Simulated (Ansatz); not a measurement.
# GaBr (SMILES [Ga][Br]) at BLYP/aug-cc-pVTZ

Aim: the vertical singlet–triplet gap of GaBr at BLYP/aug-cc-pVTZ, from 2 runs. 

The calculation is run with Ansatz 0.2.0.

34 further runs of the same task are left out: 34 set aside as unsound or not needed.

### Step 1. The molecule

GaBr: 2 atoms, total charge 0, spin state singlet. SMILES: `[Ga][Br]`. The shape is that of a PBE0-D4/def2-TZVP optimisation.

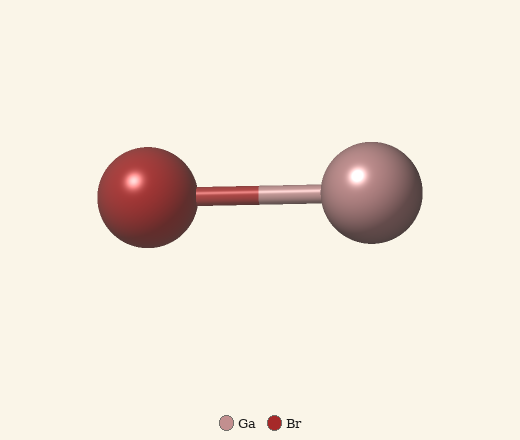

The structure, seen from a chosen angle (gallium pink, bromine red).

### Step 2. A single-point energy at BLYP/aug-cc-pVTZ

Contents of molecule.yaml:

```yaml
crystal:
  periodic: [false, false, false]
  atoms:
    - symbol: Ga
      position_ang: [-0.000000, -0.000000, 0.013830]
    - symbol: Br
      position_ang: [0.000000, 0.000000, 2.388120]
basis:
  gaussian: {orbitals: aug-cc-pVTZ}
hamiltonian: {xc: {name: BLYP}}
accuracy: high
output: {orbitals: {seedname: orbitals}}
```

Started as:

```bash
ansatz run molecule.yaml --threads 1 --pin off --max-ram 3480MiB --events-out events.jsonl --progress --plain --runs-dir runs
```

What it wrote:

```text
Warning: RAYON_NUM_THREADS=1 ignored (pool sized by the plan → 1); use --threads N
Functional definition: BLYP
  name "BLYP"
  parameter beta = 0.0042
  parameter a = 0.04918
  parameter b = 0.132
  parameter c = 0.2533
  parameter d = 0.349
  exchange = b88_x(beta = beta)
  correlation = lyp_c(a = a, b = b, c = c, d = d)
1523 factors; integrals over basis functions are off by at most 4.5e-9 eV
mean field evaluation 1: about -122430.1475 eV, gradient 2.4e1 eV
mean field evaluation 2: about -122425.8892 eV, gradient 4.5e1 eV
mean field evaluation 4: about -122431.2287 eV, gradient 2.1e0 eV
mean field evaluation 8: about -122431.2406 eV, gradient 5.6e-2 eV
mean field evaluation 16: about -122431.2406 eV, gradient 1.1e-6 eV
mean field -122431.24062268 eV, -4499.2651060080 hartree, gradient 6.3e-8 eV, S^2 0.000000; 0 other end points of the search recorded, 0 dependent functions left out
reference -122431.24066298 eV, -4499.2651074889 hartree; 33, 33 occupied and 85, 85 virtual orbitals, 1523 factors
Total energy: -122431.24066298 eV, -4499.2651074889 hartree
```

Wall time 10 s (1 thread of Arm Neoverse V1, shared host); peak memory 0.25 GiB.

### Step 3. The triplet

Contents of job.yaml:

```yaml
crystal:
  periodic: [false, false, false]
  atoms:
    - {symbol: Ga, position_ang: [-0.000000, -0.000000, 0.013830]}
    - {symbol: Br, position_ang: [0.000000, 0.000000, 2.388120]}
basis:
  gaussian: {orbitals: aug-cc-pVTZ}
magnetization: {spin_polarized: true, initial_magnetization: 2}
hamiltonian: {xc: {name: BLYP}}
accuracy: high
output: {orbitals: {seedname: orbitals}}
```

Started as:

```bash
ansatz run job.yaml --threads 1 --pin off --max-ram 3480MiB --events-out events.jsonl --progress --plain --runs-dir runs
```

What it wrote (excerpt; [...] marks lines left out):

```text
Warning: RAYON_NUM_THREADS=1 ignored (pool sized by the plan → 1); use --threads N
[... 2 set-up lines as earlier in the session ...]
[...]
1523 factors; integrals over basis functions are off by at most 4.5e-9 eV
[...]
mean field -122427.68513686 eV, -4499.1344443140 hartree, gradient 7.6e-9 eV, S^2 2.002038; 9 other end points of the search recorded, 0 dependent functions left out
reference -122427.68517823 eV, -4499.1344458343 hartree; 34, 32 occupied and 84, 86 virtual orbitals, 1523 factors
Total energy: -122427.68517823 eV, -4499.1344458343 hartree
```

It took 52 s on 1 thread of Arm Neoverse V1, shared host; peak memory 0.36 GiB.

### Step 4. Results

Level: BLYP/aug-cc-pVTZ.

```
                                        quantity           value
                           singlet: total energy  -4499.26511 Eh
                            singlet: HOMO energy        -6.28 eV
                            singlet: LUMO energy        -2.47 eV
                          singlet: HOMO–LUMO gap         3.81 eV
                           triplet: total energy  -4499.13445 Eh
     triplet: HOMO energy (highest over α and β)        -3.03 eV
                                   triplet: ⟨S²⟩           2.002
vertical energy of the triplet above the singlet        3.555 eV
```

At this shape the triplet lies 3.56 eV (343 kJ/mol) above the singlet.
